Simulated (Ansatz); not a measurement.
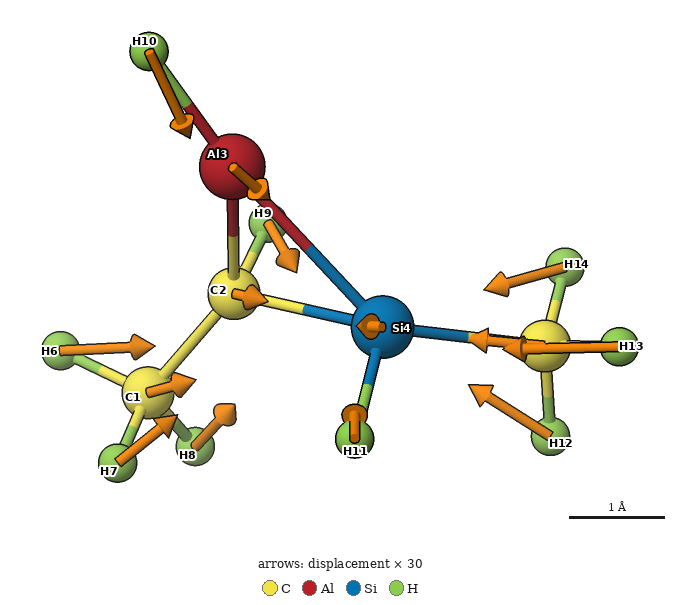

A relaxation of C$_{3}$H$_{9}$AlSi. The starting structure is drawn; orange arrows show the displacements, magnified 30 times. The two geometries are superimposed by the best rigid fit.

The picture is a ball-and-stick view, seen from a free direction.

The start comes from PBE-D4/def2-SVP.

Computed with RKS PBE0-D4/def2-TZVP (Ansatz 0.2.0). Set-up: force threshold 0.005 eV/Å; at most 150 steps.

### Atoms of which element are displaced furthest, and by how much?

Hydrogen: up to 0.043 Å, against 0.028 Å for carbon.

### What happened in the run?

Over 4 geometry steps the energy falls by 0.053 eV. Largest force component: 0.47 eV/Å at the start, 0.0042 eV/Å at the end. An H atom moves most after the best rigid fit: 0.043 Å. By element the largest moves are H 0.043 Å, C 0.028 Å, Al 0.023 Å, Si 0.014 Å. Near-neighbour distances that change, for instance: C–Si 1.938 → 1.909 Å, Al–Si 2.354 → 2.328 Å, Al–C 1.979 → 1.957 Å, C–Si 1.898 → 1.877 Å. Cost: 27 s on 4 threads of Arm Neoverse V1 (shared host).
